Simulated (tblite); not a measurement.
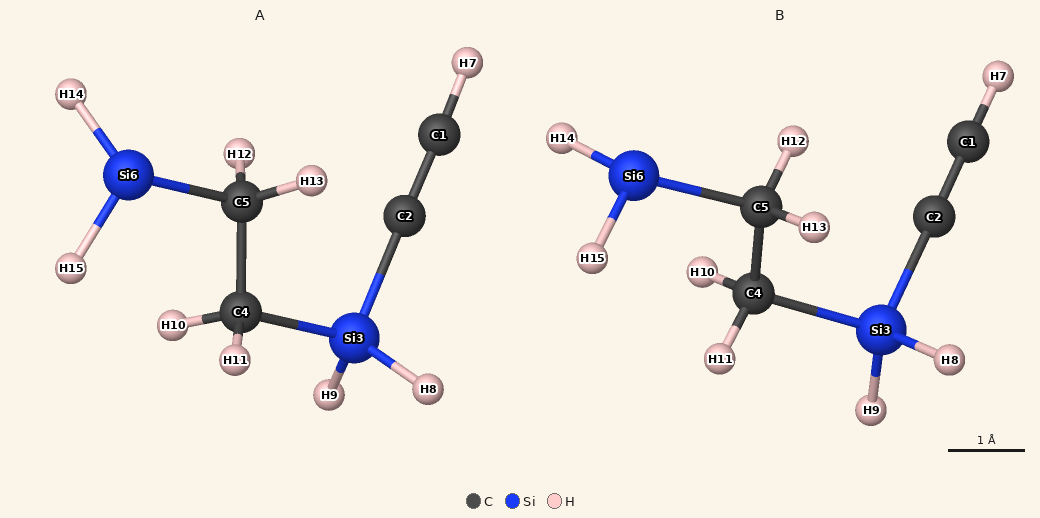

Two geometries of C4H9Si2 (multiplicity 2), drawn at one scale. One is the start of a relaxation, the other its converged end. A ball-and-stick model, seen at a tilt.

The calculation used tblite 0.8.0, GFN2-xTB geometry optimisation, gas phase. 

### Which one is relaxed?

Structure B is the relaxed one. The atom that moves furthest after the best rigid fit is H12 (0.91 Å). By element the largest moves are H 0.91 Å, C 0.49 Å, Si 0.21 Å. Near-neighbour distances that change, for instance: Si3–C4 1.863 → 1.906 Å, C5–Si6 1.869 → 1.896 Å, C5–H13 1.118 → 1.092 Å, C4–C5 1.507 → 1.533 Å. Among the angles between lasting bonds that change: C5–Si6–H15 106.9° → 112.7°, Si3–C4–C5 107.3° → 112.4°, C5–Si6–H14 108.7° → 113.3°. Groups turn about C5–Si6 by about 65°, Si3–C4 by about 45°. Over 117 geometry steps the energy falls by 33.8 kJ/mol.
